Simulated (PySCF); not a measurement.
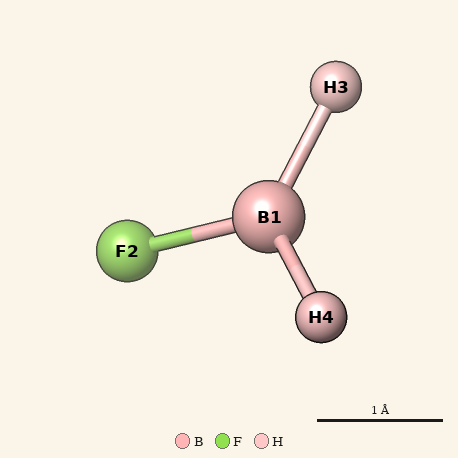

Orthographic view. Atoms fade into the background with distance from the viewer. The computed structure is the end point of a PBE0-D4/def2-TZVP optimisation. No frequency run is at hand to confirm it as a minimum.

Give the geometry as a Z-matrix, atoms in numerical order, with these reference atoms: 2 to 1; 3 to 1, 2; 4 to 1, 3, 2.

```
B  
F    1   1.317
H    1   1.197   2   117.8
H    1   1.197   3   124.3   2   180.0
```
